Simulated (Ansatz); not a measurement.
# Phonon transport in CeO2 (Fm-3m), part 2 of 2

Wanted: κ(T), lifetimes and mean free paths for CeO2.

Experimental results on record:
- thermal conductivity 10.8 W/m/K near room temperature (given in “Predicting the lattice thermal conductivity of solids by solving the Boltzmann transport equation: AFLOW - AAPL an automated, accurate and efficient framework”, 2017, arXiv:1611.05481)

Ansatz 0.2.0; DFT PBEsol, scalar-relativistic, plane waves, PAW; PAW set soft_1.

So far. Step 2 (Probe on a coarse mesh): The start is under -0.92 GPa at this level and looks like an insulator or semiconductor on this mesh. Step 4 (Relaxing to small residual forces and stress): The residual pressure is -5.5e-4 GPa, small enough for phonons. The relaxed cell has a = 5.399 Å (conventional setting).

### 6. Third-order constants and the Boltzmann equation

Pairs of atoms inside the cutoff are displaced in a supercell, the forces give the cubic constants, and these give the three-phonon rates of the Boltzmann equation.

Contents of input.yaml:

```yaml
crystal:
  lattice:
    - [0.0, 2.6992869242, 2.6992869242]
    - [2.6992869242, 0.0, 2.6992869242]
    - [2.6992869242, 2.6992869242, 0.0]
  atoms:
    - { symbol: Ce, position: [0.0, 0.0, 0.0] }
    - { symbol: O, position: [0.25, 0.25, 0.25] }
    - { symbol: O, position: [0.75, 0.75, 0.75] }
kpoints:
  mp_grid: { grid: [12, 12, 12] }
hamiltonian:
  xc: pbesol
  pseudopotentials: { kind: paw, azcp: { folder: soft_1 }, xc_functional: pbe }
scf:
  occupations: { method: fixed }
  lower_state_search: "off"
output:
  eigenvalues: true
phonons:
  method: fd
  dielectric: true
  qmesh: [6, 6, 6]
  temperatures: { t_max: 1000, t_step: 50 }
  qpath:
    path:
      - [[0.0, 0.0, 0.0], [0.5, 0.0, 0.5], [0.5, 0.25, 0.75], [0.375, 0.375, 0.75], [0.0, 0.0, 0.0], [0.5, 0.5, 0.5], [0.625, 0.25, 0.625], [0.5, 0.25, 0.75], [0.5, 0.5, 0.5], [0.375, 0.375, 0.75]]
      - [[0.625, 0.25, 0.625], [0.5, 0.0, 0.5]]
    npoints: 10
  third_order: { supercell: [3, 3, 3], pair_cutoff: 4.825 }
  lattice_thermal_conductivity:
    qmesh: [19, 19, 19]
    temperatures: [100.0, 150.0, 200.0, 300.0, 400.0, 500.0, 600.0, 800.0]
    isotope_mass_variance:
      - { species: Ce, variance: 2.25e-05 }
      - { species: O, variance: 3.359e-05 }
    solution: relaxation_time
```

On the command line:

```
$ ansatz run input.yaml --threads 18 --pin off --max-ram 92160MiB --backend cuda --events-out ev --progress --plain --runs-dir out --max-vram 78GiB
```

Numbers of over 12 decimals in the logs are rounded to 6 here.

Log:

```text
Warning: phonons: the dynamical matrix that this run interpolates holds no multipole term above the dipole-dipole one, and a site of this crystal is no centre of inversion, so its interpolated transverse optical and acoustic branches and sound speeds can stay off near Gamma, and the density of states and the thermodynamics with them. What a run solves at a wave vector of phonons.qpoints, Gamma apart, where the deck admits one, is free of this, and under fd what a larger phonons.supercell samples
Warning: phonons.dielectric: true without phonons.rigid_motions: the static dielectric tensor ε⁰ will be withheld (ε∞, Z* and the rows of modes are given); for a crystal or a slab, whose only rigid motions are the translations, set phonons.rigid_motions: translations
[...]
Crystal: 18 atoms, lattice volume = 236.009 Å³
Basis set: ecut = 420 eV, 4599 PW (Γ), FFT grids on a1, a1+a2, 2a1+a3, exchange–correlation on 90×90×90 points (8 copies of the dense FFT grid, shifted against one another)
Bands: 90, of which v1, the nominal top of the filled ones, is band 72 counted from 1 (71 counted from 0)
Symmetry: 24 space group operations
k-points: 94 of 288
[...]
SCF iter   1: F=—  HF=-45672.718488 eV  |F-HF|=—  |Δ(HF+E_count)|=         —  Δρ=4.82e-8  dr2=6.74e-12  ethr=1.00e-12  ⟨swp⟩=3.0  Hψ=22372  notcnv=0
[...]
SCF iter   2: F=-45672.718488 eV  HF=-45672.718488 eV  |F-HF|=5.82e-11  |Δ(HF+E_count)|=  2.18e-11  Δρ=6.43e-8  dr2=1.01e-11  ethr=1.00e-12  ⟨swp⟩=4.9  Hψ=25835  notcnv=0
SCF 1 converged in 2 iterations: F = -45672.718488 eV  dr2 = 1.01e-11
[...]
Crystal: 3 atoms, lattice volume = 39.335 Å³
Basis set: ecut = 420 eV, 749 PW (Γ), exchange–correlation on 54×54×54 points (8 copies of the dense FFT grid, shifted against one another)
Bands: 16, of which v1, the nominal top of the filled ones, is band 12 counted from 1 (11 counted from 0)
Symmetry: 48 space group operations
k-points: 163 of 1728 (irreducible under 8 space group operations, time reversal used)
[...]
SCF iter   1: F=—  HF=-7612.119748 eV  |F-HF|=—  |Δ(HF+E_count)|=         —  Δρ=9.33e-8  dr2=2.22e-12  ethr=1.65e-9  ⟨swp⟩=4.0  Hψ=20140  notcnv=0  defer=139
eigensolver tolerance schedule: the retry pair's looser diagonalisation over-reported the residual by 178541.64 of it (diagonalisation noise at 0.11 of the residual, at the tolerance the schedule requests for it); recorded, not acted on — ethr = c·dr2/N_el stays at c = 1.0e-1
[...]
SCF 2 converged in 2 iterations: F = -7612.119748 eV  dr2 = 9.74e-12
[...]
symmetry images taken by strict's conditions (phonons.symmetry_images: auto; settled by no image being taken that strict refuses)
  supercell 10 (6 cells, vectors [1, 0, 0], [0, 1, 0], [0, 0, 6] in multiples of the cell's): 3 displaced members by 0.0025 Å; free energy -45672.718488 eV; taken off its force constants: by the sum rule 1.4e-4, by the symmetrisation 7.2e-5 eV/Å²; Γ matrix within 3.0e-5 eV/Å² of supercell 1's
[...]
q = [0.0000, 0.0000, 0.0000] (star 1, supercell 1; hermiticity 6.07e-17, symmetrization 4.45e-6): -0.00 -0.00 0.00 277.31 277.31 277.31 433.20 433.20 433.20
[...]
joined force constants: q→R imaginary residual 1.02e-18
  density of states and harmonic sums: on the 24×24×24 q-mesh, interpolated from the force constants of a 6×6×6 supercell (with the dipole–dipole term)
  largest difference from the sums on the solved wave vectors: F 3.79e-3 eV, S 4.98e-6 and C_V 1.16e-6 eV/K
  zero-point energy: 0.166622 eV/cell   skipped modes (ω ≤ 0): 3   left out of the sums: 2.41e-5 of the cell's modes: C_V's classical limit lies that fraction below 3 k_B per atom; for a crystal, a wire or a layer, F and S can be off by more, and a phonons.interpolated_qmesh denser along its periods is the remedy for the sampling
--- Third-order force constants: 121 member SCFs in a 3×3×3 supercell (pair cutoff 4.825 Å, amplitude 0.03 Å, SCF threshold 1.00e-9 eV, Σ member SCF iterations 1642) ---
[...]
sum-rule residual: 7.313e-1 → 2.193e-14 eV/Å³; symmetrization residual: 6.370e-3 eV/Å³; largest sum-rule correction relative to its orbit: 2.047e-1, on the orbit of the block of home site 0 with site 2 of cell (-2, -1, 0) and site 2 of cell (-2, -1, 0), whose norm before the correction was 1.007e0 eV/Å³
--- Lattice thermal conductivity: 19×19×19 mesh (220 irreducible points), tetrahedron method ---
  three-phonon and isotope scattering only; four-phonon, boundary and, in a metal, phonon-electron scattering are left out
  each conductivity is what the modes' populations carry and what the coherences between them add
  conductivity (a third of the tensor's trace), W/(m K), in the relaxation-time approximation:
       T (K)   relaxation time
      100.00           48.6577
      150.00           28.0209
      200.00           20.2019
      300.00           13.2833
      400.00           10.0223
      500.00            8.1024
      600.00            6.8325
      800.00            5.2524
```

The job ended after 18 min (1 × NVIDIA GB200 with 18 threads of Arm Neoverse V2, shared host; peak memory 6.4 GiB).

Numbers from this step:

```
lowest frequency on the path               : 0 cm⁻¹
zero-point energy                          : 0.1666 eV/cell
point group                                : m-3m
highest frequency                          : 571.3 cm⁻¹
Debye temperature from the second moment   : 611 K
κ at 300 K (relaxation time)               : 13.28 W/m/K
dipole term                                : run
mean free path at half of κ                : 10.1 nm
share of κ above the three lowest branches : 0.3
third-order blocks                         : 2787
periodic aliases dropped                   : 612
largest relative sum-rule correction       : 0.2047
displaced cells, third order               : 121
```

LO-TO term included. Phonon branches along the path, in cm⁻¹:

```tsv
point	branch 1	branch 2	branch 3	branch 4	branch 5	branch 6	branch 7	branch 8	branch 9
Γ	0	0	0	277	277	433	433	433	530
X	134	134	179	231	231	258	438	438	571
W	134	196	196	201	210	360	360	463	556
K	130	169	192	214	273	280	417	443	557
Γ	0	0	0	277	277	433	433	433	530
L	116	116	209	340	340	370	370	401	505
U	130	169	192	214	273	280	417	443	557
W	134	196	196	201	210	360	360	463	556
L	116	116	209	340	340	370	370	401	505
K	130	169	192	214	273	280	417	443	557
jump to U	130	169	192	214	273	280	417	443	557
X	134	134	179	231	231	258	438	438	571
```

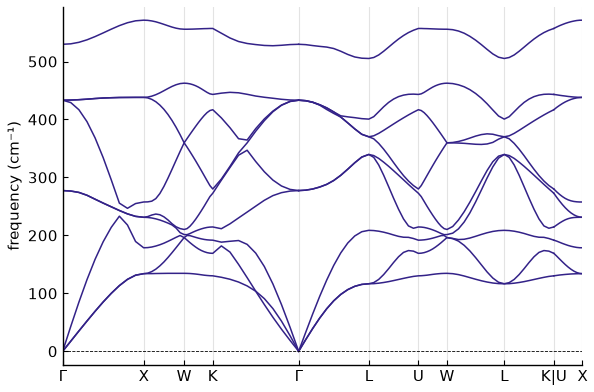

Phonon branches along the path.

Table of lattice thermal conductivity, RTA xx by temperature:

```tsv
temperature (K)	lattice thermal conductivity, RTA xx (W/m/K)
100	48.7
150	28.0
200	20.2
300	13.3
400	10.0
500	8.10
600	6.83
800	5.25
```

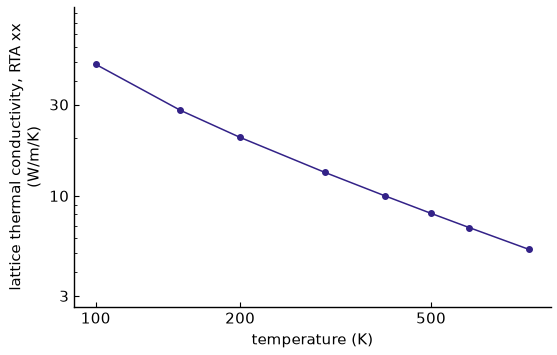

Lattice thermal conductivity, RTA xx against temperature.

The modes has structure finer than the step of the table below, so its rows give means over 50 cm⁻¹, whole bins alone (the curve runs from -10 to 598 cm⁻¹). Peaks (cm⁻¹: height): Ce 123.9: 0.0425, 196.5: 0.0256; O 273.0: 0.0219, 437.5: 0.0444, 533.1: 0.0226.

Phonopy on the run's constants, 19x19x19 mesh, Gaussian sigma 4.3 cm⁻¹. Modes against wavenumber; means over each step; values in 1/cm⁻¹/cell:

```tsv
wavenumber (cm⁻¹)	Ce	O
50	0.00206	3.9e-4
100	0.0176	0.00126
150	0.0190	9.9e-4
200	0.0151	0.00791
250	0.00353	0.0181
300	0.00128	0.0176
350	3.2e-4	0.0149
400	1.2e-4	0.0180
450	1.8e-4	0.0216
500	1.5e-4	0.00293
550	6.0e-4	0.0163
```

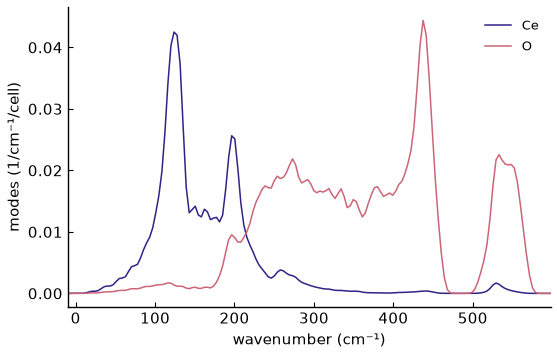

Modes, plotted against wavenumber.

Distinct triplets, nearest first. Third order norms, by row:

```tsv
sites	side 1 (Å)	side 2 (Å)	side 3 (Å)	norm of the 27 components (eV/Å³)
Ce-Ce-Ce	0	0	0	0
O-O-O	0	0	0	37.89
Ce-O-O	0	2.34	2.34	18.84
Ce-O-Ce	0	2.34	2.34	19.34
Ce-O-O	2.34	2.34	2.7	1.859
O-O-O	0	2.7	2.7	6.489
Ce-O-O	2.34	2.34	3.82	1.771
Ce-O-Ce	2.34	2.34	3.82	2.873
O-O-O	2.7	2.7	3.82	0.459
Ce-Ce-Ce	0	3.82	3.82	7.323
Ce-Ce-Ce	3.82	3.82	3.82	0.702
O-O-O	0	3.82	3.82	1.615
O-O-O	3.82	3.82	3.82	0.057
O-O-O	3.82	3.82	3.82	0.149
Ce-O-O	2.34	2.7	4.48	0.776
Ce-O-O	2.34	3.82	4.48	0.38
Ce-O-Ce	2.34	3.82	4.48	0.7
Ce-O-O	0	4.48	4.48	0.954
Ce-O-O	3.82	4.48	4.48	0.159
Ce-O-O	3.82	4.48	4.48	0.063
Ce-O-O	2.7	4.48	4.48	0.228
Ce-O-Ce	3.82	4.48	4.48	0.233
Ce-O-Ce	3.82	4.48	4.48	0.173
Ce-O-Ce	0	4.48	4.48	1.193
Ce-O-O	2.34	2.34	4.68	0.924
O-O-O	2.7	3.82	4.68	0.126
O-O-O	2.7	3.82	4.68	0.209
Ce-O-O	4.48	4.48	4.68	0.12
Ce-O-O	2.34	4.48	4.68	0.212
O-O-O	0	4.68	4.68	0.366
```

Born charge (rows field, columns displacement) (e), principal values of the symmetric part by kind of site:

```tsv
atom	atoms with these values	low	middle	high	mean
Ce1	1	5.77	5.77	5.77	5.77
O2	2	-2.88	-2.88	-2.88	-2.88
```

In full for O2:

```
-2.88  0.00  0.00
 0.00 -2.88  0.00
 0.00  0.00 -2.88
```

RTA, 300 K. Kappa by branch, by row:

```tsv
branch (by rank)	mean frequency (THz)	mean rms speed (km/s)	median lifetime (ps)	share of kappa
1	3.4	1.3	4.02	0.161
2	4.04	2.64	2.85	0.286
3	5.68	2.29	1.41	0.253
4	7.51	2.83	0.84	0.066
5	8.49	3.7	0.804	0.091
6	10.02	4.17	0.687	0.094
7	12.05	2.75	0.672	0.041
8	13.19	1.2	0.629	0.007
9	16.21	1.29	0.214	0.002
```

The spectral kappa at 300 K, relaxation time (W/m/K/THz) by frequency; read off at these points:

```tsv
frequency (THz)	spectral kappa at 300 K, relaxation time (W/m/K/THz)
0.25	0
1.25	2.19
2.25	2.02
4.25	1.53
5.75	0.514
7.75	0.837
8.75	1.02
9.75	0.690
11.75	0.359
13.25	0.0769
15.25	0.00281
17.25	1.4e-4
```

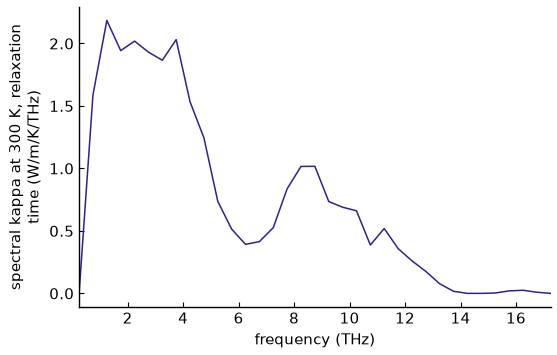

Spectral kappa at 300 K, relaxation time (W/m/K/THz) against frequency.

Relaxation-time solution. Table of share of κ carried by shorter paths by mean free path:

```tsv
mean free path (nm)	100 K	300 K	800 K
0.316	0	0.001	0.009
0.681	0	0.004	0.047
1.47	0	0.02	0.358
3.16	0.001	0.167	0.514
4.64	0.002	0.34	0.585
10	0.023	0.496	0.694
21.5	0.123	0.629	0.802
46.4	0.27	0.751	0.901
100	0.427	0.837	0.965
215	0.569	0.924	1
316	0.635	0.961	1
681	0.772	1	1
1470	0.842	1	1
3160	1	1	1
```

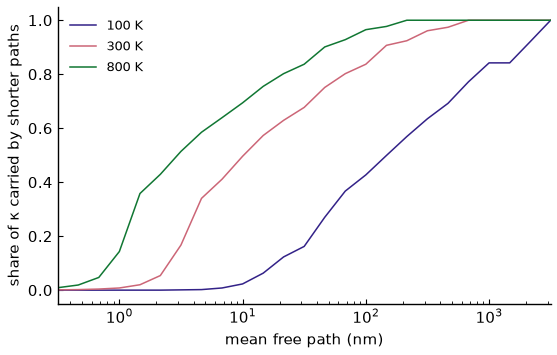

Share of κ carried by shorter paths against mean free path.

300 K; a sample spread over frequency. Mode lifetimes, by row, the first 40 of 90 rows:

```tsv
q1	q2	q3	branch	frequency (THz)	rms speed (km/s)	three-phonon rate (1/ps)	isotope rate (1/ps)	lifetime (ps)	mean free path (nm)
0	0.0526	0.0526	1	0.553	2.83	0.0152	7.32e-8	65.8	186
0	0.1579	0.1579	2	1.646	2.75	0.117	1.23e-5	8.58	23.6
0	0.2105	0.2105	1	2.173	2.65	0.197	4.25e-5	5.08	13.4
0	0.1579	0.2632	2	2.584	3.31	0.235	1.01e-4	4.26	14.1
0.0526	0.2632	0.3158	2	2.82	2.54	0.243	1.63e-4	4.11	10.5
0.0526	0.2105	-0.1579	2	3.078	1.78	0.162	3.17e-4	6.16	10.9
0.0526	0.2632	0.3684	2	3.254	2.91	0.287	4.18e-4	3.47	10.1
0	0.3158	0.3684	1	3.354	1.99	0.269	5.96e-4	3.71	7.36
0.0526	0.2632	-0.2105	1	3.467	1.12	0.217	9.67e-4	4.58	5.14
0.0526	0.1053	0.4211	2	3.544	2.22	0.244	0.00121	4.08	9.07
0.1053	0.2632	0.4211	2	3.599	3.13	0.368	0.00119	2.71	8.47
0.0526	0.2632	-0.3158	1	3.694	0.68	0.259	0.00147	3.83	2.61
0	0.3684	0.4211	2	3.762	1.83	0.314	0.00148	3.17	5.8
0.1053	0.3158	-0.3684	1	3.833	0.64	0.287	0.00166	3.46	2.2
0.1579	0.3684	-0.3684	1	3.913	0.63	0.312	0.00177	3.19	2
0.1579	0.4211	-0.3158	1	3.985	0.42	0.325	0.00191	3.06	1.27
0	0.2105	-0.2632	2	4.026	3.47	0.506	4.47e-4	1.97	6.84
0.0526	0.4737	-0.4211	2	4.308	1.78	0.355	6.12e-4	2.81	5.02
0	0.2632	-0.2632	2	4.508	3.4	0.566	5.58e-4	1.77	6
0.1053	0.3684	-0.4211	2	4.789	2.71	0.454	7.27e-4	2.2	5.96
0.0526	0.1579	0.3158	3	4.955	3.8	0.348	7.03e-4	2.86	10.9
0	0	0.3158	3	5.264	3.36	0.456	7.60e-4	2.19	7.34
0.0526	0.2105	-0.2105	3	5.454	2.21	0.459	6.98e-4	2.17	4.81
0.0526	0.3158	-0.3158	3	5.662	1.01	0.715	9.10e-4	1.4	1.42
0	0.3684	-0.3684	3	5.766	0.36	1.19	7.44e-4	0.84	0.302
0.1579	0.3158	-0.3684	3	5.865	0.99	0.801	0.00211	1.24	1.23
0.2105	0.4211	-0.3158	3	5.955	2.59	0.787	0.00298	1.27	3.28
0	0.2105	-0.4737	3	6.047	0.38	0.81	0.00244	1.23	0.471
0	0.1053	-0.4737	3	6.172	0.49	0.826	0.00132	1.21	0.595
0.1053	0.3158	0.4737	3	6.327	2.26	0.819	9.29e-4	1.22	2.76
0.1053	0.4211	-0.3684	4	6.485	1.76	1.11	8.80e-4	0.897	1.58
0.0526	0.3158	-0.2632	4	6.675	1.57	1.24	9.52e-4	0.803	1.26
0.2105	0.4211	-0.3684	5	6.821	3.73	1.47	0.00122	0.678	2.53
0	0.4211	0.4737	4	6.967	0.46	1.04	0.00125	0.963	0.438
0.0526	0.2632	-0.3684	4	7.089	4.25	1.2	0.00149	0.834	3.55
0.0526	0.3158	0.4737	4	7.259	3.89	1.24	0.00161	0.804	3.13
0	0.3158	0.3158	5	7.413	1.03	1.15	0.00161	0.868	0.893
0.1053	0.3158	-0.4211	5	7.569	3.78	1.36	0.00171	0.734	2.77
0	0.4737	0.4737	6	7.699	0.46	0.862	6.12e-4	1.16	0.534
0	0.2105	0.2105	4	7.824	1.12	0.951	0.00196	1.05	1.18
```

Without the LO-TO term. Gamma linewidths, by row:

```tsv
branch	frequency (cm⁻¹)	three-phonon rate (1/ps)	isotope rate (1/ps)	FWHM (cm⁻¹)
4	277.3	0.405	0.0024	2.16
5	277.3	0.405	0.0024	2.16
6	277.3	0.405	0.0024	2.16
7	433.2	1.2	0.0141	6.45
8	433.2	1.2	0.0141	6.45
9	433.2	1.2	0.0141	6.45
```

W/m/K, third of the trace; RTA populations with a boundary rate v/L added to each mode (Matthiessen's rule). Kappa by grain size, by row:

```tsv
T (K)	bulk	10 nm	30 nm	100 nm	300 nm	1000 nm	10000 nm	100000 nm
100	48.55	5.994	11.98	20.69	29.03	37.1	46.21	48.28
300	12.87	5.883	8.144	10.16	11.47	12.3	12.8	12.86
600	6.337	3.801	4.766	5.537	5.971	6.206	6.323	6.335
```

W/m/K, third of the trace; RTA populations with the isotope rates scaled. Kappa by mass disorder, by row:

```tsv
T (K)	no isotopes	as typed	variance x 3	variance x 10	variance x 30
100	48.96	48.55	47.79	45.56	41.13
300	12.89	12.87	12.82	12.66	12.26
600	6.342	6.337	6.326	6.288	6.185
```

At 300 K the relaxation-time value is 13.3 W/(m K).

### 7. Outcome

```json
{
  "highest frequency": "571.3 cm⁻¹",
  "Debye temperature from the second moment": "611 K",
  "κ at 300 K (relaxation time)": "13.28 W/m/K",
  "mean free path at half of κ": "10.1 nm",
  "share of κ above the three lowest branches": "0.3"
}
```

What this shows: The lattice of CeO2 conducts 13.3 W/(m K) at 300 K by PBEsol (mean over directions, relaxation-time solution). Above 300 K the relaxation-time κ falls as T^-0.95, near the 1/T law of three-phonon scattering. Grains of 100 nm would keep 79 % of the bulk value at 300 K, and grains of 1 µm 96 %. Removing the natural isotope disorder raises κ at 300 K by 0 %. A measured thermal conductivity near room temperature is 10.8 W/m/K (arXiv:1611.05481); the calculated 13.3 W/m/K differs by +23 %. Four-phonon, defect and boundary scattering, which are left out, would lower the calculated value; thermal expansion is left out too. The last run computed the relaxation-time solution alone; it counts normal processes as resistive, so the full solution usually lies higher, most of all in good conductors. The sum rules changed one orbit of cubic constants by up to 20 %; by the manual a large change points to a short cutoff or, on a small and distant orbit, to noisy forces. The conductivities include the coherence part between close branches; the shares for grains, isotopes, branches and paths are of the relaxation-time populations alone. Cubic couplings among atoms farther apart than the pair cutoff are dropped, and neither the cutoff nor the q-mesh was shown to be converged here. The interpolation has no quadrupole term, so branches near the zone centre are less sure, since this crystal has sites that are not centres of inversion. The PAW files were made for PBE and are used here under another functional, for which the program regenerates the frozen cores.

[Logs are printed without paths, hosts, clocks, repeated set-up lines and the standing remarks that a program may print on its own settings, such as how far it seeks lower states.]

[Hosts, paths, dates, database ids (printed as entryN), source tags and the programs' standing remarks are cut or masked in the printed files.]

[A step with changed settings may run another functional than the one named; its input shows which.]
